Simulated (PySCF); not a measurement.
CH₃BF₃Ge (SMILES [CH3][Ge+]([F])[B](F)F) (charge +1)

```xyz
9

C    -0.9153    0.6112    0.1407
B     1.7051    1.1977   -2.5472
F    -0.7380    2.9316   -1.6771
F     1.5084    0.6165   -3.6839
F     2.8318    1.6526   -2.1072
Ge    0.0218    1.4548   -1.2796
H    -0.3902   -0.2826    0.5050
H    -1.0469    1.3569    0.9442
H    -1.9173    0.3432   -0.2418
```

Geometry: r2SCAN-D4/def2-SVP.

Method: Gaussian-basis quantum chemistry of an isolated molecule with PySCF, energy and nuclear gradient, functional PBE0 (PySCF 2.14.0).

> What can the converged electron density and electron localisation function tell about the bonding?

Ge–F (1.71 Å): the density is about 0.98 e/Å³ at the midpoint; the ELF peaks at about 0.80 in the valence shell of F, 0.5 Å from its nucleus, and is about 0.20 at the midpoint.
C–Ge (1.90 Å): ρ is about 0.97 e/Å³ halfway; the ELF peaks at about 0.90 in the valence shell of C, 0.7 Å from its nucleus, and is about 0.70 at the midpoint.
Ge–B (2.12 Å): ρ at the midpoint is about 0.75 e/Å³; the ELF peaks at about 1 between the atoms (a covalent bond).
C–H (1.10 Å): ρ at the midpoint is about 1.9 e/Å³; the ELF climbs to about 1 towards the hydrogen, as it does in any bond to H (an ordinary covalent bond to hydrogen).

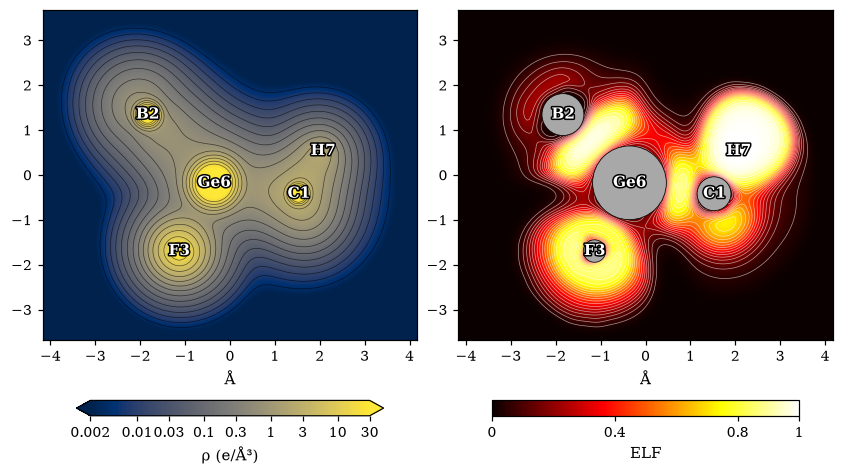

Computed electron density and electron localisation function on the plane of atoms C1, Ge6 and B2, in this order. Grey discs cover the atomic cores in the ELF map. 
